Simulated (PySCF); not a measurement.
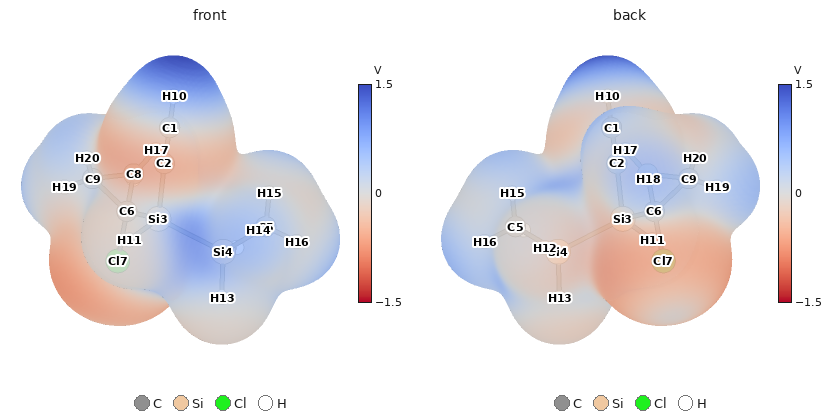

The picture shows: C₆H₁₁ClSi₂. The molecular electrostatic potential painted on the density surface at 0.001 e/bohr³, seen from the front and from behind; red is negative and blue positive.

Geometry: GFN2-xTB.

The calculation used PySCF, PBE0/pcSseg-1, SCF density, gas phase, non-relativistic.

Input file:

```
{"job": {"kind": "nmr", "xc": "PBE0", "basis": "pcSseg-1"}, "charge": 0, "multiplicity": 1}
C     -0.262741     2.568790     1.204144
C     -0.162130     1.376115     1.082715
Si     0.039752    -0.454539     0.838204
Si     1.935360    -1.007212    -0.383693
C      3.227735     0.367781    -0.165964
C     -1.536074    -0.934973    -0.115541
Cl    -1.554771    -2.673579    -0.488736
C     -2.146378    -0.039307    -1.148999
C     -2.868968    -0.302111     0.134240
H     -0.362750     3.610503     1.319391
H     -0.108873    -1.040192     2.182930
H      1.668992    -1.160381    -1.821076
H      2.529699    -2.267555     0.084812
H      3.486357     0.499954     0.880876
H      2.855807     1.321009    -0.530582
H      4.143065     0.142236    -0.704728
H     -1.694537     0.931099    -1.294982
H     -2.534221    -0.484624    -2.052915
H     -3.748386    -0.927638     0.104966
H     -2.912085     0.485301     0.871901
```

Launched as:

```sh
OMP_NUM_THREADS=1 python probes_run.py task.json out
```

Question: Where is the surface potential most negative and most positive?

Answer: The most negative region (about −0.7 V) lies over Cl7, the most positive (about +1.4 V) over H10.
